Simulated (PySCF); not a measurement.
Run report: Si2H6O3, NMR shielding calculation

System: Si2H6O3.
Method: GIAO PBE0/pcSseg-2 NMR shielding, non-relativistic, gas phase (PySCF 2.14.0).

The geometry comes from this level: PBE0-D3(BJ)/def2-SVP. Figures and captions count atoms from 1; the log counts them from 0 in places.

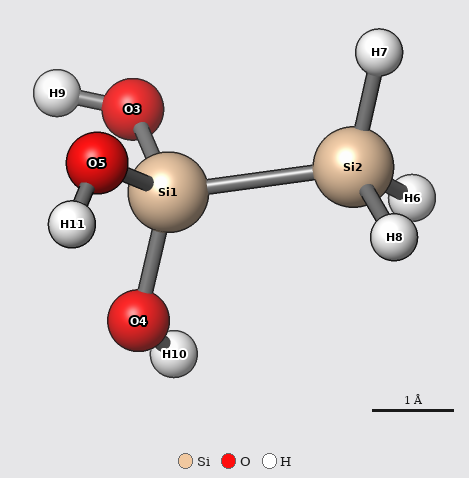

The structure as given in the input (ball-and-stick view, seen at a tilt; atoms are numbered from 1 in the order of the input). Bond lengths as drawn: H–O 0.96 Å, H–Si 1.49 to 1.50 Å, O–Si 1.65 to 1.67 Å and Si–Si 2.33 Å.

**Key numbers**

| quantity | value |
| --- | --- |
| outcome | converged |
| total energy | −808.068815 hartree |
| HOMO | −8.14 eV |
| LUMO | −0.03 eV |
| dipole moment | 1.55 D |
| isotropic shielding, Si | 369.7 to 462.8 ppm |
| isotropic shielding, O | 239.8 to 263.2 ppm |
| isotropic shielding, H | 27.8 to 29.4 ppm |
| hardware | 1 CPU thread, shared host |
| wall time | 49 s |
| peak memory | 1 GiB |

**Input file**
```
{"job": {"kind": "nmr", "xc": "PBE0", "basis": "pcSseg-2"}, "charge": 0, "multiplicity": 1}
Si    -0.305102    -0.111042    -0.512422
Si     0.567900     0.146389     1.635512
O     -1.784394     0.629587    -0.473596
O      0.720156     0.506840    -1.669916
O     -0.510662    -1.691737    -0.963840
H      0.756819     1.598022     1.950624
H     -0.333845    -0.455170     2.663754
H      1.906446    -0.517728     1.722011
H     -2.392518     0.387566    -1.181042
H      0.985637     1.426009    -1.573378
H      0.150140    -2.030170    -1.576104
```

The first line tells a small driver script what to run in PySCF; the rest is the geometry in Å.

Launch command:
```bash
OMP_NUM_THREADS=1 python <driver script> task.json out
```

**Output**
```
coarse grid: 10232 points
cycle   1  E = -807.8396847062  dE =  4.394e-01  |g| = 1.162e+00  |ddm| = 2.434e+00
cycle   2  E = -807.5051790574  dE =  3.345e-01  |g| = 1.772e+00  |ddm| = 1.499e+00
cycle   3  E = -808.0714794021  dE = -5.663e-01  |g| = 7.318e-02  |ddm| = 1.028e+00
cycle   4  E = -808.0724900908  dE = -1.011e-03  |g| = 2.477e-02  |ddm| = 6.476e-02
cycle   5  E = -808.0725765655  dE = -8.647e-05  |g| = 1.453e-02  |ddm| = 2.224e-02
cycle   6  E = -808.0726118254  dE = -3.526e-05  |g| = 2.219e-03  |ddm| = 7.145e-03
cycle   7  E = -808.0726127050  dE = -8.796e-07  |g| = 4.726e-04  |ddm| = 1.806e-03
final grid: 89712 points
cycle   8  E = -808.0688100599  dE = -6.455e-05  |g| = 5.566e-03  |ddm| = 1.714e-02
cycle   9  E = -808.0688054066  dE =  4.653e-06  |g| = 7.427e-03  |ddm| = 5.805e-03
cycle  10  E = -808.0688144662  dE = -9.060e-06  |g| = 5.425e-04  |ddm| = 3.543e-03
cycle  11  E = -808.0688145103  dE = -4.407e-08  |g| = 1.308e-04  |ddm| = 3.388e-04
cycle  12  E = -808.0688145135  dE = -3.226e-09  |g| = 2.998e-05  |ddm| = 1.298e-04
cycle  13  E = -808.0688145136  dE = -1.521e-10  |g| = 1.423e-05  |ddm| = 2.564e-05
```

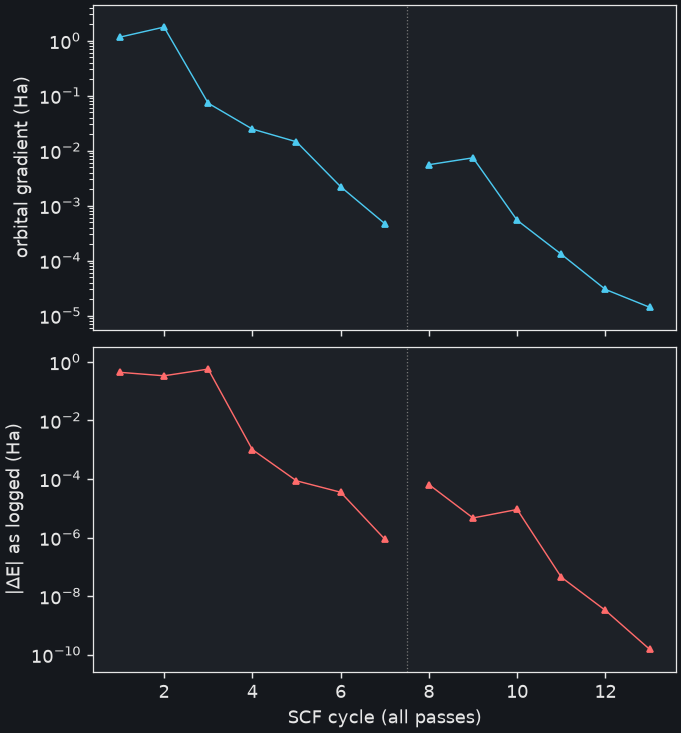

Convergence of the self-consistent field: orbital gradient and size of the energy change against the SCF cycle. The dotted line marks the change from a coarse to the final integration grid. The first 7 cycles use a coarse grid, the final grid takes over at cycle 8, and the field converges after 13 cycles in all.

```
converged SCF energy = -808.0688145136

GIAO shielding tensors (ppm)
atom      isotropic    diamagn.    paramagn.     s11        s22        s33       span
  0 Si     369.700     875.406    -505.705    353.524    368.803    386.774     33.249
  1 Si     462.763     880.098    -417.335    457.598    461.244    469.448     11.849
  2 O      248.500     387.240    -138.740    201.527    232.131    311.843    110.316
  3 O      239.835     387.458    -147.623    198.359    224.930    296.216     97.856
  4 O      263.179     385.936    -122.756    235.884    239.093    314.561     78.677
  5 H       27.872      29.177      -1.305     24.914     25.967     32.734      7.821
  6 H       27.758      28.642      -0.884     24.670     25.767     32.836      8.166
  7 H       27.976      29.160      -1.184     25.037     26.009     32.883      7.846
  8 H       29.176      30.567      -1.390     22.045     23.441     42.043     19.997
  9 H       29.319      32.081      -2.762     22.742     24.050     41.166     18.424
 10 H       29.355      31.255      -1.901     21.881     24.315     41.868     19.986
```

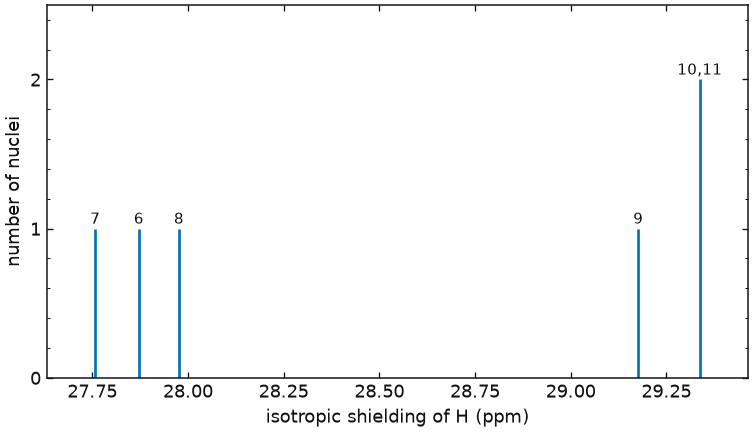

Isotropic shieldings of the hydrogen nuclei in this fixed geometry, labelled by atom number; shielding grows to the right, so chemical shift grows to the left. The least shielded is H7 (27.8 ppm), the most shielded H11 (29.4 ppm).

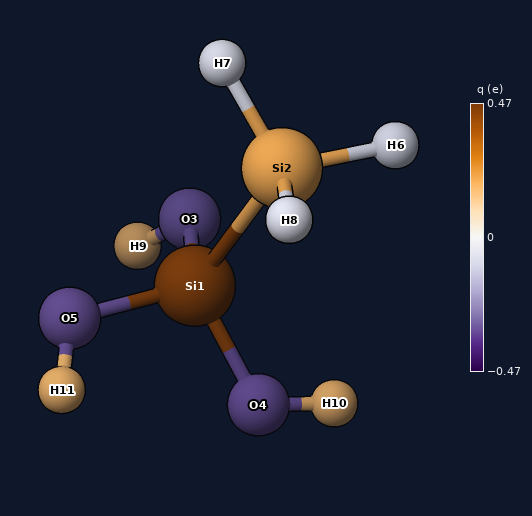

Hirshfeld charges, as the colour of each atom (ball-and-stick view, seen at a tilt; atoms are numbered from 1 in the order of the input). By element: Si +0.20 to +0.44, O −0.32 and H −0.07 to +0.17 e.
